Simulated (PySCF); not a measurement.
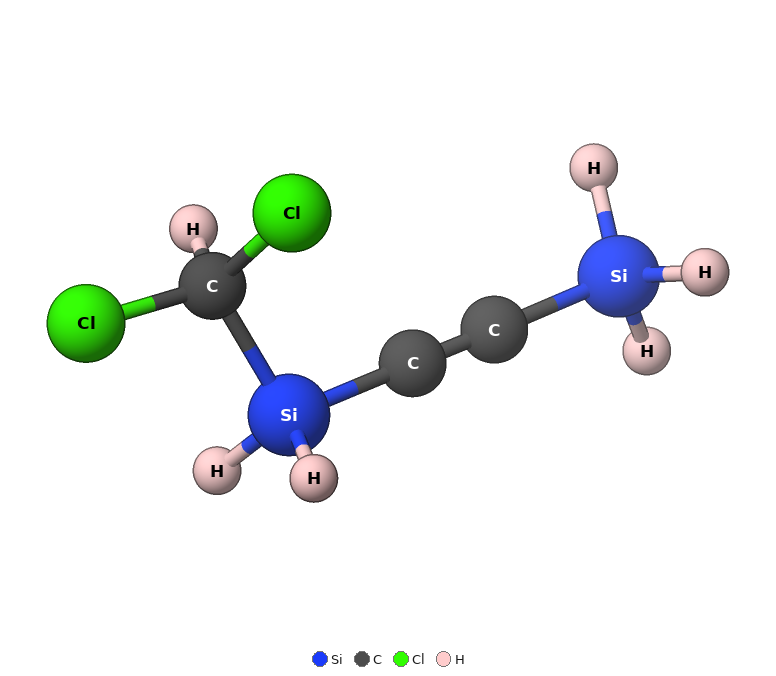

The computed structure is the end point of a GFN2-xTB optimisation. No frequency run is at hand to confirm it as a minimum. Level of theory: B3LYP/def2-SVPD, gas phase (PySCF 2.14.0). Excitations: vertical, linear response.

### Give the dipole moment at this level.

2.25 D.

### Estimate the brightest of the 8 lowest singlets.

5.63 eV.

### Give the HOMO–LUMO gap at this level.

6.60 eV.

### Give the mean static polarisability at this level.

120.3 bohr³.

The geometry is semi-empirical. Around Si such bond lengths and angles can be off by a tenth of an ångström or more and by several degrees, and values that hang on the shape move with them.
